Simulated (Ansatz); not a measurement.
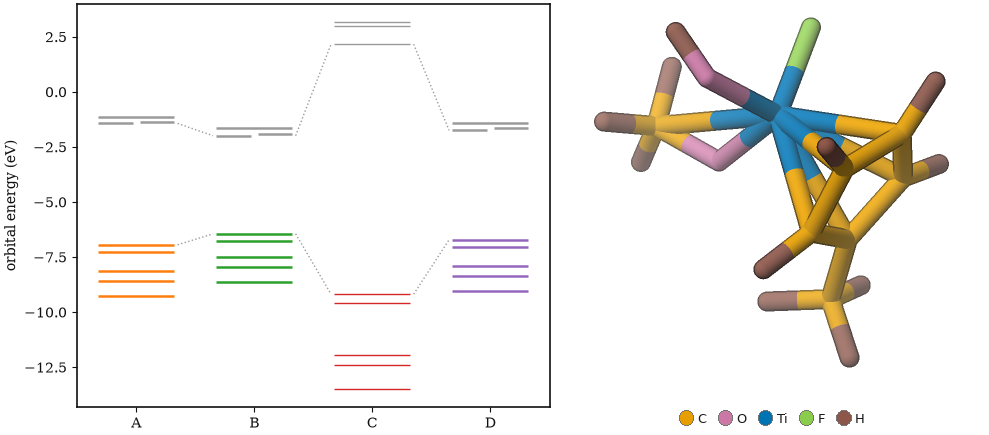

Frontier orbital energies of C₇H₁₁FO₂Ti, singlet at one geometry, def2-TZVPP, the Ansatz code, at a PBE0-D4/def2-TZVP geometry (no frequency check). Empty levels are grey, levels within 0.1 eV stand side by side; all columns show the same few orbitals around the gap. Dotted lines join the HOMOs and the LUMOs.

### The columns come from B3LYP, HF, PBE0 and r2SCANh. Which is which?

A: PBE0 (HOMO −6.94, LUMO −1.43, separation 5.51 eV)
B: r2SCANh (HOMO −6.44, LUMO −1.99, separation 4.45 eV)
C: HF (HOMO −9.18, LUMO 2.16, separation 11.35 eV)
D: B3LYP (HOMO −6.72, LUMO −1.75, separation 4.97 eV)

Caveats, for all or some of the runs: empty levels above zero depend strongly on the basis; one conformer of a flexible molecule.
